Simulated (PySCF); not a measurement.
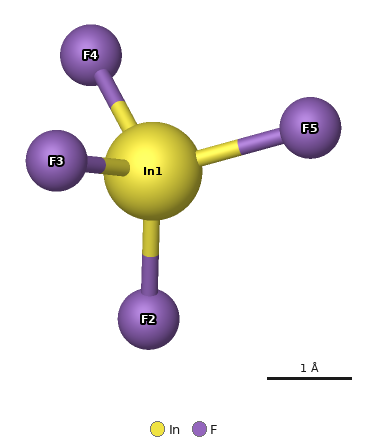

*The starting structure (ball-and-stick view, seen at a tilt; atoms are numbered from 1 in the order of the input). Sticks mark near contacts.*

# InF4 (charge −1): geometry relaxation

- system: InF4, charge −1
- method: PBE0-D3(BJ)/def2-SVP geometry optimisation, gas phase (PySCF 2.14.0)

It belongs to a series of runs on one base structure; here: ligand (all four): H to F.

## The input
```
{"job": {"xc": "PBE0", "basis": "def2-SVP", "d3": "d3bj", "grid": 1, "maxiter": 30, "shake": 0.03, "kind": "geom"}, "charge": -1, "multiplicity": 1}
In     0.061360    -0.076640     0.012310
F     -0.005320    -0.032090     1.991110
F      1.819090     0.003590    -0.700820
F     -0.850200     1.640800    -0.657350
F     -0.950080    -1.646150    -0.707370
```

The first line tells a small driver script what to run in PySCF; the rest is the geometry in Å.

Command:
```bash
OMP_NUM_THREADS=1 python <driver script> task.json out
```

## Output
```
step   0  E = -589.00396651  max force = 0.050837
step   1  E = -589.00889691  max force = 0.007355
step   2  E = -589.00930923  max force = 0.002926
step   3  E = -589.00943833  max force = 0.001985
step   4  E = -589.00947563  max force = 0.000809
step   5  E = -589.00953041  max force = 0.000815
step   6  E = -589.00964728  max force = 0.003791
step   7  E = -589.00967608  max force = 0.004117
step   8  E = -589.00974375  max force = 0.001473
step   9  E = -589.00976935  max force = 0.000560
step  10  E = -589.00979008  max force = 0.001091
step  11  E = -589.00984331  max force = 0.001289
step  12  E = -589.00986865  max force = 0.000626
step  13  E = -589.00989628  max force = 0.000481
step  14  E = -589.00991445  max force = 0.001078
step  15  E = -589.00993048  max force = 0.001147
step  16  E = -589.00993944  max force = 0.000586
step  17  E = -589.00994818  max force = 0.000155
optimisation converged
```

## Trajectory as extended XYZ (Å, eV, eV/Å), 18 frames, from step=0 to step=17
```
5
Properties=species:S:1:pos:R:3:forces:R:3 step=0 energy=-16027.61430
In    0.0614   -0.0766    0.0123   -2.6141   0.8723   0.0854
F    -0.0053   -0.0321    1.9911    0.0438  -0.0892   0.1176
F     1.8191    0.0036   -0.7008    1.9851  -0.0615  -0.6917
F    -0.8502    1.6408   -0.6573    0.4100  -0.8779   0.3565
F    -0.9501   -1.6462   -0.7074    0.1752   0.1563   0.1322
5
Properties=species:S:1:pos:R:3:forces:R:3 step=1 energy=-16027.74846
In    0.0260   -0.0477    0.0030    0.3782   0.0364  -0.0995
F    -0.0320   -0.0352    1.9899    0.0613  -0.0590  -0.0316
F     1.8988   -0.0107   -0.7211   -0.3420  -0.1040   0.2269
F    -0.8551    1.6009   -0.6364   -0.1151   0.2137  -0.0836
F    -0.9628   -1.6178   -0.6975    0.0176  -0.0871  -0.0122
5
Properties=species:S:1:pos:R:3:forces:R:3 step=2 energy=-16027.75968
In    0.0228   -0.0387   -0.0018    0.0323   0.1505  -0.1182
F    -0.0267   -0.0446    1.9838    0.0338  -0.0337   0.0020
F     1.8918   -0.0320   -0.6951   -0.1089  -0.0518   0.1037
F    -0.8580    1.6251   -0.6483    0.0189  -0.0446   0.0157
F    -0.9550   -1.6204   -0.7008    0.0238  -0.0203  -0.0032
5
Properties=species:S:1:pos:R:3:forces:R:3 step=3 energy=-16027.76320
In    0.0161   -0.0257   -0.0089   -0.0942   0.0010   0.0082
F    -0.0272   -0.0549    1.9765    0.0031  -0.0096   0.0226
F     1.8870   -0.0509   -0.6624    0.1021  -0.0047  -0.0080
F    -0.8549    1.6377   -0.6564   -0.0129   0.0139  -0.0079
F    -0.9462   -1.6167   -0.7109    0.0020  -0.0006  -0.0149
5
Properties=species:S:1:pos:R:3:forces:R:3 step=4 energy=-16027.76421
In    0.0134   -0.0229   -0.0105   -0.0416  -0.0015   0.0111
F    -0.0330   -0.0619    1.9760   -0.0049  -0.0027  -0.0053
F     1.8932   -0.0534   -0.6484    0.0354   0.0069   0.0041
F    -0.8563    1.6426   -0.6588    0.0055  -0.0177   0.0050
F    -0.9425   -1.6150   -0.7204    0.0056   0.0150  -0.0148
5
Properties=species:S:1:pos:R:3:forces:R:3 step=5 energy=-16027.76570
In    0.0103   -0.0204   -0.0119    0.0419  -0.0171   0.0103
F    -0.0491   -0.0764    1.9742   -0.0163   0.0025  -0.0071
F     1.9034   -0.0509   -0.6208   -0.0346   0.0153   0.0140
F    -0.8566    1.6464   -0.6595    0.0072  -0.0141   0.0061
F    -0.9331   -1.6092   -0.7442    0.0018   0.0134  -0.0232
5
Properties=species:S:1:pos:R:3:forces:R:3 step=6 energy=-16027.76888
In    0.0039   -0.0158   -0.0139    0.1950  -0.0559   0.0255
F    -0.1082   -0.1259    1.9694   -0.0401   0.0106  -0.0351
F     1.9310   -0.0369   -0.5315   -0.1629   0.0262   0.0229
F    -0.8539    1.6562   -0.6571    0.0133  -0.0040   0.0037
F    -0.8979   -1.5880   -0.8291   -0.0053   0.0230  -0.0169
5
Properties=species:S:1:pos:R:3:forces:R:3 step=7 energy=-16027.76966
In    0.0036   -0.0161   -0.0133    0.2117  -0.0451   0.0188
F    -0.1512   -0.1562    1.9648   -0.0418   0.0106  -0.0320
F     1.9444   -0.0276   -0.4778   -0.1672   0.0250   0.0129
F    -0.8457    1.6607   -0.6545    0.0186   0.0046  -0.0030
F    -0.8761   -1.5713   -0.8814   -0.0214   0.0049   0.0033
5
Properties=species:S:1:pos:R:3:forces:R:3 step=8 energy=-16027.77151
In    0.0101   -0.0219   -0.0102    0.0757  -0.0008  -0.0071
F    -0.1680   -0.1563    1.9643   -0.0272  -0.0007   0.0087
F     1.9439   -0.0226   -0.4770   -0.0502   0.0045   0.0003
F    -0.8321    1.6576   -0.6542    0.0117   0.0157  -0.0061
F    -0.8791   -1.5672   -0.8851   -0.0101  -0.0188   0.0042
5
Properties=species:S:1:pos:R:3:forces:R:3 step=9 energy=-16027.77220
In    0.0141   -0.0244   -0.0088   -0.0288   0.0061  -0.0015
F    -0.1861   -0.1551    1.9644   -0.0133  -0.0024  -0.0024
F     1.9444   -0.0226   -0.4729    0.0241  -0.0058  -0.0062
F    -0.8180    1.6587   -0.6584    0.0109   0.0089  -0.0042
F    -0.8796   -1.5671   -0.8865    0.0070  -0.0069   0.0143
5
Properties=species:S:1:pos:R:3:forces:R:3 step=10 energy=-16027.77277
In    0.0154   -0.0247   -0.0085   -0.0561   0.0143  -0.0046
F    -0.2058   -0.1545    1.9623   -0.0055  -0.0004   0.0020
F     1.9469   -0.0262   -0.4626    0.0452  -0.0081  -0.0052
F    -0.8049    1.6620   -0.6650    0.0101   0.0020  -0.0036
F    -0.8768   -1.5670   -0.8884    0.0063  -0.0077   0.0114
5
Properties=species:S:1:pos:R:3:forces:R:3 step=11 energy=-16027.77422
In    0.0161   -0.0236   -0.0090   -0.0663   0.0057  -0.0066
F    -0.2545   -0.1482    1.9558    0.0093   0.0078   0.0028
F     1.9542   -0.0398   -0.4324    0.0507  -0.0086   0.0037
F    -0.7716    1.6705   -0.6864    0.0020  -0.0074  -0.0042
F    -0.8694   -1.5694   -0.8901    0.0042   0.0025   0.0043
5
Properties=species:S:1:pos:R:3:forces:R:3 step=12 energy=-16027.77491
In    0.0148   -0.0225   -0.0101   -0.0322  -0.0013  -0.0042
F    -0.2744   -0.1407    1.9524    0.0104   0.0118   0.0033
F     1.9582   -0.0491   -0.4149    0.0263  -0.0053   0.0088
F    -0.7577    1.6733   -0.7001   -0.0030  -0.0090  -0.0049
F    -0.8661   -1.5716   -0.8893   -0.0014   0.0037  -0.0030
5
Properties=species:S:1:pos:R:3:forces:R:3 step=13 energy=-16027.77566
In    0.0126   -0.0213   -0.0120    0.0247  -0.0140   0.0026
F    -0.2954   -0.1250    1.9484    0.0061   0.0145   0.0003
F     1.9637   -0.0626   -0.3887   -0.0149   0.0001   0.0115
F    -0.7432    1.6733   -0.7216   -0.0096  -0.0068  -0.0065
F    -0.8629   -1.5749   -0.8883   -0.0064   0.0063  -0.0080
5
Properties=species:S:1:pos:R:3:forces:R:3 step=14 energy=-16027.77615
In    0.0116   -0.0215   -0.0133    0.0554  -0.0148   0.0084
F    -0.3078   -0.1059    1.9462    0.0004   0.0125  -0.0018
F     1.9679   -0.0735   -0.3675   -0.0361   0.0027   0.0093
F    -0.7352    1.6687   -0.7419   -0.0126  -0.0047  -0.0064
F    -0.8617   -1.5782   -0.8856   -0.0071   0.0043  -0.0095
5
Properties=species:S:1:pos:R:3:forces:R:3 step=15 energy=-16027.77659
In    0.0120   -0.0228   -0.0139    0.0590  -0.0068   0.0110
F    -0.3195   -0.0778    1.9444   -0.0055   0.0045  -0.0032
F     1.9727   -0.0847   -0.3424   -0.0382   0.0034   0.0024
F    -0.7303    1.6578   -0.7687   -0.0125  -0.0017  -0.0045
F    -0.8600   -1.5829   -0.8815   -0.0028   0.0006  -0.0057
5
Properties=species:S:1:pos:R:3:forces:R:3 step=16 energy=-16027.77683
In    0.0136   -0.0239   -0.0132    0.0301   0.0031   0.0066
F    -0.3157   -0.0688    1.9457   -0.0057  -0.0007  -0.0015
F     1.9733   -0.0833   -0.3413   -0.0192   0.0027  -0.0010
F    -0.7376    1.6503   -0.7743   -0.0069  -0.0017  -0.0032
F    -0.8588   -1.5848   -0.8790    0.0017  -0.0033  -0.0008
5
Properties=species:S:1:pos:R:3:forces:R:3 step=17 energy=-16027.77707
In    0.0156   -0.0243   -0.0121   -0.0079   0.0080   0.0010
F    -0.3127   -0.0634    1.9471   -0.0026  -0.0035  -0.0005
F     1.9735   -0.0779   -0.3431    0.0061   0.0021  -0.0027
F    -0.7469    1.6429   -0.7781   -0.0009  -0.0022  -0.0018
F    -0.8546   -1.5878   -0.8759    0.0054  -0.0044   0.0040
```

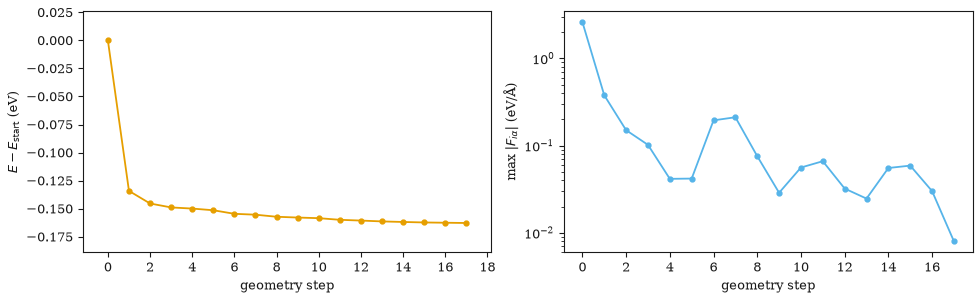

*Progress of the relaxation, step by step (steps are counted from 0).*

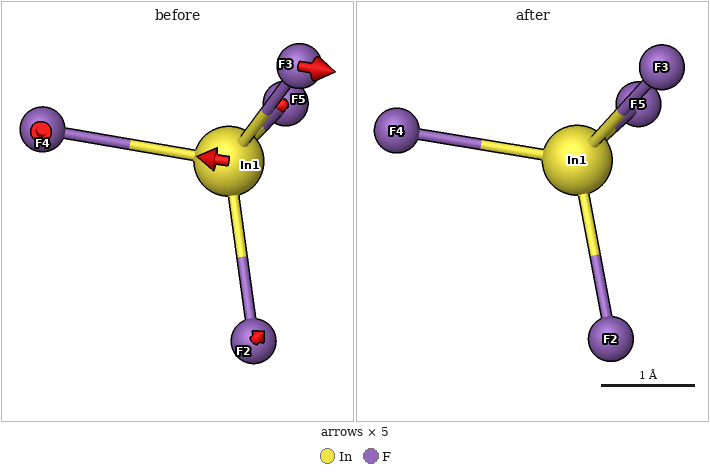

*Before (left) and after (right) the relaxation, at one scale (ball-and-stick view, seen at a tilt). The red arrows give the displacements, magnified 5 times.*

The atom that moves furthest after the best rigid fit is F3 (0.089 Å). Largest moves by element: F 0.089 Å, In 0.074 Å. Among the contacts that change: In1–F3 1.899 → 1.986 Å, In1–F4 2.056 → 1.987 Å, In1–F5 2.001 → 1.987 Å, In1–F2 1.980 → 1.987 Å. Among the angles that change: F3–In1–F4 104.6° → 109.7°, F2–In1–F3 113.9° → 109.1°, F2–In1–F4 107.0° → 109.5°. The energy falls by 0.163 eV in 17 geometry steps. Largest force component: 2.6 eV/Å at the start, 0.008 eV/Å at the end. (Atoms are counted from 1 in the order of the input.)

## Key numbers

```csv
quantity,value
outcome,converged
total energy,−589.009948 hartree
point group,Td
hardware,"1 CPU thread, shared host"
wall time,44 s
peak memory,0.33 GiB
```
